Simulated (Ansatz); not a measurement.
# SiP+ (triplet): correlated methods under varied settings

What do other methods and options give for SiP+ (triplet) at this geometry, and how long do they take?

Method: the settings change from run to run; program: Ansatz 0.2.0, Gaussian basis.

9 further runs of the same task are left out: 3 that didn't finish, 6 set aside as unsound or not needed.

**1. What is computed**

The geometry is a PBE0/def2-TZVP stationary point (not a proven minimum) of the parent state, kept for this charge and spin.

2 atoms, charge 1, spin multiplicity 3.

Atoms are counted from 1 here; the program's logs count them from 0.

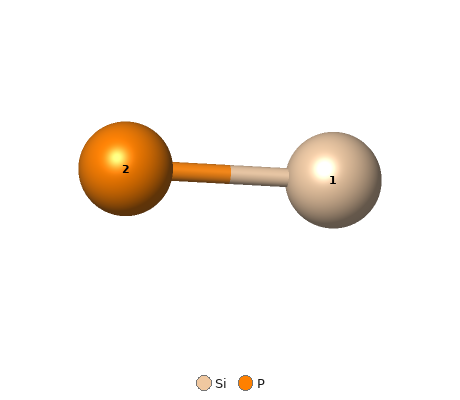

The geometry (silicon light orange, phosphorus orange); atoms are numbered from 1 in the order of the file.

Geometry (Å):

```xyz
2
charge 1, multiplicity 3
Si    0.0000    0.0000    0.0000
P     0.0000    0.0000    2.2330
```

**2. MP2 on ROHF/cc-pVDZ**

File in.yaml:

```yaml
crystal:
  periodic: [false, false, false]
  atoms:
    - {symbol: Si, position_ang: [0.000000, 0.000000, 0.000000]}
    - {symbol: P, position_ang: [0.000000, 0.000000, 2.233000]}
basis:
  gaussian: {orbitals: cc-pVDZ}
total_charge: 1
magnetization: {spin_polarized: false, initial_magnetization: 2}
correlation: {method: mp2, electrons: outside_noble_gas}
```

On the command line:

```
$ ansatz run in.yaml --threads 1 --pin off --events-out ev --progress --plain --max-ram 2393MiB
```

Output:

```text
Functional definition: HF
  name "HF"
  cite "Fock, Z. Phys. 61, 126 (1930) doi:10.1007/BF01340294"
  parent pbe
  exchange = exact_x
  correlation = 0
377 factors; integrals over basis functions are off by at most 1.1e-3 eV
mean field evaluation 1: about -17121.9477 eV, gradient 1.4e1 eV
mean field evaluation 2: about -17122.1112 eV, gradient 1.4e1 eV
mean field evaluation 4: about -17123.5080 eV, gradient 1.2e0 eV
mean field evaluation 8: about -17123.5691 eV, gradient 5.4e-1 eV
mean field evaluation 16: about -17123.5881 eV, gradient 2.5e-6 eV
mean field evaluation 32: about -17123.5881 eV, gradient 6.6e-5 eV
mean field evaluation 64: about -17123.5881 eV, gradient 9.5e-6 eV
mean field evaluation 96: about -17124.0843 eV, gradient 3.3e0 eV
mean field evaluation 128: about -17123.5879 eV, gradient 6.6e-2 eV
mean field evaluation 160: about -17123.5867 eV, gradient 1.4e-1 eV
mean field -17124.75268911 eV, -629.3230537504 hartree, gradient 2.1e-6 eV, S^2 2.000000; 12 other end points of the search recorded, 0 dependent functions left out
mean field evaluation 192: about -17124.1921 eV, gradient 1.3e0 eV
mean field evaluation 224: about -17118.8983 eV, gradient 1.5e1 eV
mean field evaluation 256: about -17124.8679 eV, gradient 5.4e-1 eV
mean field evaluation 288: about -17122.9478 eV, gradient 1.3e-2 eV
mean field evaluation 320: about -17124.8699 eV, gradient 6.5e-1 eV
10 core orbitals not correlated: weight in the atoms' cores, before any rotation towards them, 1.000 or more for the frozen orbitals, at most 0.000 for the correlated occupied ones
reference -17124.75268911 eV, -629.3230537504 hartree; 5, 3 occupied and 21, 23 virtual orbitals, 377 factors
second order -3.56935406 eV of doubles, -0.06877722 eV of singles
Total energy: -17128.39082038 eV, -629.4567526089 hartree
```

It took 1.6 s on 1 thread of Arm Neoverse V2, shared host.

**3. MRCISD+Q(8,6)/cc-pVDZ**

in.yaml: that of step 2 with these lines changed.

```diff
@@ -9,2 +9,2 @@
 magnetization: {spin_polarized: false, initial_magnetization: 2}
-correlation: {method: mp2, electrons: outside_noble_gas}
+correlation: {method: fic_mrcisd_q, electrons: valence, active_space: {window: {electrons: 8, orbitals: 6}}}
```

Same command.

Output, cut to the lines that bear on the results:

```text
Functional definition: HF
  name "HF"
  cite "Fock, Z. Phys. 61, 126 (1930) doi:10.1007/BF01340294"
  parent pbe
[...]
377 factors; integrals over basis functions are off by at most 1.1e-3 eV
[...]
mean field -17124.75268911 eV, -629.3230537504 hartree, gradient 2.1e-6 eV, S^2 2.000000; 12 other end points of the search recorded, 0 dependent functions left out
reference -17124.75268911 eV, -629.3230537504 hartree; 15, 13 occupied and 21, 23 virtual orbitals, 377 factors
state -17125.25466665 eV, -629.3415010848 hartree
contracted CI cycle   1: correlation 0.00000000 eV, 0.0000000000 hartree, residual 1.26e1 eV
contracted CI cycle   2: correlation -3.61086173 eV, -0.1326967212 hartree, residual 2.61e0 eV
contracted CI cycle   3: correlation -3.80332701 eV, -0.1397696896 hartree, residual 7.61e-1 eV
contracted CI cycle   4: correlation -3.82144299 eV, -0.1404354396 hartree, residual 2.65e-1 eV
[...]
contracted CI cycle   4: correlation -3.88021607 eV, -0.1425953105 hartree, residual 2.84e-1 eV
contracted CI cycle   5: correlation -3.88249202 eV, -0.1426789500 hartree, residual 9.24e-2 eV
contracted CI cycle   6: correlation -3.88275063 eV, -0.1426884538 hartree, residual 3.53e-2 eV
contracted CI cycle   7: correlation -3.88278927 eV, -0.1426898738 hartree, residual 1.28e-2 eV
contracted CI cycle   8: correlation -3.88279377 eV, -0.1426900391 hartree, residual 3.93e-3 eV
contracted CI cycle   9: correlation -3.88279418 eV, -0.1426900543 hartree, residual 1.20e-3 eV
contracted CI cycle  10: correlation -3.88279422 eV, -0.1426900557 hartree, residual 3.79e-4 eV
state -17125.19527765 eV, -629.3393185792 hartree; corrected -17129.53444993 eV, -629.4987802196 hartree
state -17125.19527765 eV, -629.3393185792 hartree; corrected -17129.53444993 eV, -629.4987802196 hartree
WARN: the results are in doubt because another end's mean lies 0.059 eV lower, and its corrected mean 0.041 eV higher
Total energy: -17129.53444993 eV, -629.4987802196 hartree
In doubt: another end's mean lies 0.059 eV lower, and its corrected mean 0.041 eV higher
```

It took 2.2 s on 1 thread of Arm Neoverse V2, shared host.

From the report: 44 determinants; active occupations 2.00, 1.99, 1.98, 1.00, 1.00, 0.03. The program marks this result as in doubt; its last lines say why.

**4. CCSDT(Q) on ROHF/def2-mTZVP**

File in.yaml:

```yaml
crystal:
  periodic: [false, false, false]
  atoms:
    - {symbol: Si, position_ang: [0.000000, 0.000000, 0.000000]}
    - {symbol: P, position_ang: [0.000000, 0.000000, 2.233000]}
basis:
  gaussian: {orbitals: def2-mTZVP}
total_charge: 1
magnetization: {spin_polarized: false, initial_magnetization: 2}
correlation: {method: ccsdt_q, electrons: outside_noble_gas}
```

Same command.

Output, cut to the lines that bear on the results:

```text
Functional definition: HF
  name "HF"
  cite "Fock, Z. Phys. 61, 126 (1930) doi:10.1007/BF01340294"
  parent pbe
[...]
623 factors; integrals over basis functions are off by at most 1.0e-7 eV
[...]
mean field -17124.54301222 eV, -629.3153482669 hartree, gradient 1.2e-6 eV, S^2 2.000000; 11 other end points of the search recorded, 0 dependent functions left out
[...]
determinant -17124.54301222 eV, -629.3153482669 hartree, with singles and doubles -17128.93216177 eV, -629.4766465378 hartree
determinant -17123.35076421 eV, -629.2715339606 hartree, with singles and doubles -17128.37779838 eV, -629.4562740589 hartree
determinant -17121.47590452 eV, -629.2026341379 hartree, with singles and doubles -17125.67722706 eV, -629.3570298937 hartree
determinant -17118.08308532 eV, -629.0779503321 hartree, with singles and doubles -17124.02044928 eV, -629.2961444330 hartree
10 core orbitals not correlated: weight in the atoms' cores, before any rotation towards them, 1.000 or more for the frozen orbitals, at most 0.000 for the correlated occupied ones
reference -17124.54301222 eV, -629.3153482669 hartree; 5, 3 occupied and 29, 31 virtual orbitals, 623 factors
second order -3.42646127 eV of doubles, -0.06851369 eV of singles
cycle   1  -4.08446617 eV  change   -5.9e-1 eV  update   9.0e-2
[...]
cycle  17  -4.60683157 eV  change    4.6e-7 eV  update   4.2e-7
perturbative correction -0.00942846 eV, -0.0003464896 hartree
Total energy: -17129.15927225 eV, -629.4849926939 hartree
```

It took 9.5 s on 1 thread of Arm Neoverse V2, shared host.

From the report: correlation -4.6163 eV; T1 0.034; largest double amplitude 0.08.

**5. CASSCF(6,7)/cc-pVDZ**

File in.yaml:

```yaml
crystal:
  periodic: [false, false, false]
  atoms:
    - {symbol: Si, position_ang: [0.000000, 0.000000, 0.000000]}
    - {symbol: P, position_ang: [0.000000, 0.000000, 2.233000]}
basis:
  gaussian: {orbitals: cc-pVDZ}
total_charge: 1
magnetization: {spin_polarized: false, initial_magnetization: 2}
correlation: {active_space: {window: {electrons: 6, orbitals: 7}}}
output: {forces: true}
```

The command is unchanged.

Output, cut to the lines that bear on the results:

```text
Functional definition: HF
  name "HF"
  cite "Fock, Z. Phys. 61, 126 (1930) doi:10.1007/BF01340294"
  parent pbe
[...]
377 factors; integrals over basis functions are off by at most 1.1e-3 eV
[...]
mean field -17124.75268911 eV, -629.3230537504 hartree, gradient 2.5e-6 eV, S^2 2.000000; 12 other end points of the search recorded, 0 dependent functions left out
reference -17124.75268911 eV, -629.3230537504 hartree; 15, 13 occupied and 21, 23 virtual orbitals, 377 factors
state -17126.15481124 eV, -629.3745807885 hartree
[...]
Total energy: -17126.15481124 eV, -629.3745807885 hartree
Atom 0 at     0.000000     0.000000     0.000000 Å, force    -0.000000    -0.000000    -0.368778 eV/Å
Atom 1 at     0.000000     0.000000     2.233000 Å, force     0.000000     0.000000     0.368778 eV/Å
Dipole moment:     0.000000     0.000000    -0.473659 e Å
```

Run time: 5 s. Hardware: 1 thread of Arm Neoverse V2, shared host.

From the report: 1,225 determinants; active occupations 1.98, 1.90, 1.00, 1.00, 0.05, 0.05, 0.03.

**6. CCSD on ROHF/cc-pVTZ**

File in.yaml:

```yaml
crystal:
  periodic: [false, false, false]
  atoms:
    - {symbol: Si, position_ang: [0.000000, 0.000000, 0.000000]}
    - {symbol: P, position_ang: [0.000000, 0.000000, 2.233000]}
basis:
  gaussian: {orbitals: cc-pVTZ}
total_charge: 1
magnetization: {spin_polarized: false, initial_magnetization: 2}
correlation: {method: ccsd, electrons: valence}
output: {forces: true}
```

Launched as before.

Output, cut to the lines that bear on the results:

```text
Functional definition: HF
  name "HF"
  cite "Fock, Z. Phys. 61, 126 (1930) doi:10.1007/BF01340294"
  parent pbe
[...]
407 factors; integrals over basis functions are off by at most 9.4e-4 eV
[...]
mean field -17125.31459491 eV, -629.3437034078 hartree, gradient 2.1e-6 eV, S^2 2.000000; 8 other end points of the search recorded, 0 dependent functions left out
[...]
determinant -17125.31459491 eV, -629.3437034078 hartree, with singles and doubles -17130.84129737 eV, -629.5468059770 hartree
determinant -17124.14887112 eV, -629.3008638486 hartree, with singles and doubles -17130.22107536 eV, -629.5240132385 hartree
determinant -17122.05762307 eV, -629.2240119005 hartree, with singles and doubles -17127.50886074 eV, -629.4243411897 hartree
10 core orbitals not correlated: weight in the atoms' cores, before any rotation towards them, 1.000 or more for the frozen orbitals, at most 0.000 for the correlated occupied ones
reference -17125.31459491 eV, -629.3437034078 hartree; 5, 3 occupied and 53, 55 virtual orbitals, 407 factors
second order -4.48361538 eV of doubles, -0.07799230 eV of singles
cycle   1  -5.44742801 eV  change   -2.2e-1 eV  update   2.0e-2
[...]
cycle  13  -5.46110090 eV  change    1.8e-7 eV  update   2.9e-7
[...]
Total energy: -17130.77569580 eV, -629.5443951640 hartree
Atom 0 at     0.000000     0.000000     0.000000 Å, force    -0.000000    -0.000000     0.148710 eV/Å
Atom 1 at     0.000000     0.000000     2.233000 Å, force     0.000000     0.000000    -0.148710 eV/Å
Dipole moment:    -0.000000    -0.000000    -0.380738 e Å
```

It took 9 s on 1 thread of Arm Neoverse V2, shared host.

From the report: correlation -5.4611 eV; T1 0.026; largest double amplitude 0.06.

**7. CCSDT(Q)/B on UHF/6-31G***

File in.yaml:

```yaml
crystal:
  periodic: [false, false, false]
  atoms:
    - {symbol: Si, position_ang: [0.000000, 0.000000, 0.000000]}
    - {symbol: P, position_ang: [0.000000, 0.000000, 2.233000]}
basis:
  gaussian: {orbitals: "6-31G*"}
total_charge: 1
magnetization: {spin_polarized: true, initial_magnetization: 2}
correlation: {method: ccsdt_q_b, electrons: outside_noble_gas}
```

Same command.

Output, cut to the lines that bear on the results:

```text
Functional definition: HF
  name "HF"
  cite "Fock, Z. Phys. 61, 126 (1930) doi:10.1007/BF01340294"
  parent pbe
[...]
584 factors; integrals over basis functions are off by at most 7.0e-8 eV
[...]
mean field -17123.72393527 eV, -629.2852477441 hartree, gradient 5.3e-6 eV, S^2 2.049250; 24 other end points of the search recorded, 0 dependent functions left out
determinant -17123.72393527 eV, -629.2852477441 hartree, with singles and doubles -17127.97555023 eV, -629.4414917123 hartree
determinant -17123.14780565 eV, -629.2640753711 hartree, with singles and doubles -17127.41604876 eV, -629.4209304125 hartree
determinant -17122.75307558 eV, -629.2495693088 hartree, with singles and doubles -17127.29924850 eV, -629.4166380821 hartree
determinant -17122.72742018 eV, -629.2486264903 hartree, with singles and doubles -17127.40800790 eV, -629.4206349164 hartree
[...]
determinant -17123.72321049 eV, -629.2852211091 hartree, with singles and doubles -17127.98156340 eV, -629.4417126919 hartree
determinant -17123.72393527 eV, -629.2852477441 hartree, with singles and doubles -17127.98058264 eV, -629.4416766499 hartree
determinant -17123.72321049 eV, -629.2852211091 hartree, with singles and doubles -17127.98111880 eV, -629.4416963532 hartree
10 core orbitals not correlated: weight in the atoms' cores, before any rotation towards them, 1.000 or more for the frozen orbitals, at most 0.000 for the correlated occupied ones
reference -17123.72321049 eV, -629.2852211091 hartree; 5, 3 occupied and 23, 25 virtual orbitals, 584 factors
second order -3.31269950 eV of doubles, -0.00000000 eV of singles
cycle   1  -3.92390691 eV  change   -6.1e-1 eV  update   9.3e-2
[...]
cycle  17  -4.46596949 eV  change    5.5e-7 eV  update   4.4e-7
perturbative correction -0.00941582 eV, -0.0003460250 hartree
Total energy: -17128.19859580 eV, -629.4496884856 hartree
```

It took 12 s on 1 thread of Arm Neoverse V2, shared host.

From the report: ⟨S²⟩ of the determinant 2.015 (pure triplet: 2.00); correlation -4.4754 eV; T1 0.034; largest double amplitude 0.08.

**8. The runs in one table**

Where basis and cores are those of an earlier UCCSDT(Q)/cc-pVDZ run (-17129.5615 eV), and the state is the same kind, the miss against it is given. † marks a result that the program doubts.

```csv
level,correlated,functions,energy (eV),from UCCSDT(Q) (meV),time
MP2 on ROHF/cc-pVDZ,outside noble gas,36,-17128.3908,1170.6,1.6 s
"MRCISD+Q(8,6)/cc-pVDZ †",valence,36,-17129.5344,,2.2 s
CCSDT(Q) on ROHF/def2-mTZVP,outside noble gas,44,-17129.1593,,9.5 s
"CASSCF(6,7)/cc-pVDZ",,36,-17126.1548,3406.7,5 s
CCSD on ROHF/cc-pVTZ,valence,68,-17130.7757,,9 s
CCSDT(Q)/B on UHF/6-31G*,outside noble gas,38,-17128.1986,,12 s
```

**9. What came out**

| quantity | value |
| --- | --- |
| runs | 6 |
| quickest | MP2 on ROHF/cc-pVDZ, 1.6 s |
| slowest | CCSDT(Q)/B on UHF/6-31G*, 12 s |

**Reading.** Total energies in different bases, with other cores or another treatment of relativity can't be set against each other. CCSDT(Q)/B on UHF/6-31G* took 7 times as long as MP2 on ROHF/cc-pVDZ; the jobs differ in more than the method. Hartree-Fock, CASSCF and CASCI lack dynamic correlation by design.
